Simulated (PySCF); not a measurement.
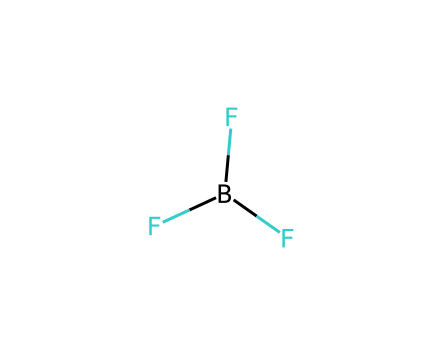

The drawing above gives the connectivity. The computed structure is the end point of a PBE0-D3(BJ)/def2-SVP optimisation. No frequency run is at hand to confirm it as a minimum.

What does the molecule look like in three dimensions?

It has 4 atoms: 1 boron and 3 fluorine (BF₃). Its SMILES string is `FB(F)F`. This geometry has D3h symmetry. All atoms lie on one plane. Coordination: 1 B trigonal planar.

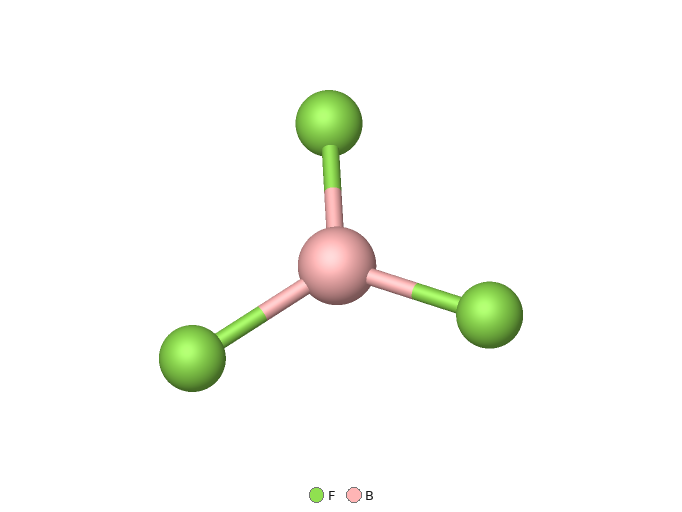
